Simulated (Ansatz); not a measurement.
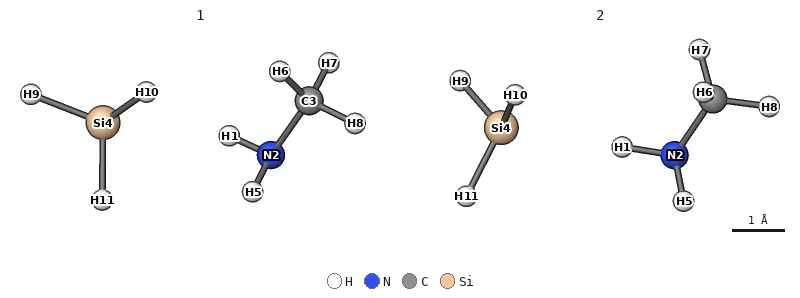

Two geometries of CH8NSi (multiplicity 2), drawn at one scale. One is the start of a relaxation, the other its converged end. A ball-and-stick model, seen at a tilt.

Computed with UKS B3LYP/def2-SVP in Ansatz. Set-up: collinear spin; force threshold 0.03 eV/Å; at most 50 steps.

### Which one is relaxed?

Structure 1 is the relaxed one. The run prepares an end point of a later path (reaction) calculation, from a guessed geometry. The atom that moves furthest after the best rigid fit is H9 (0.98 Å). Largest moves by element: H 0.98 Å, Si 0.20 Å, C 0.11 Å, N 0.07 Å. Over 19 accepted moves (21 points after the start) the energy falls by 1.04 kcal/mol. Largest force component: 0.14 eV/Å at the start, 0.019 eV/Å at the end. The line search rejected the trial steps at points 4, 9 of the run. Cost: 51 s on 2 threads of Arm Neoverse V1 (shared host), peak memory 0.2 GiB.

Limits of the set-up: the start holds two separate molecules, 2.7 Å apart at their closest, whose relative position is a soft coordinate and is computed without a dispersion correction.
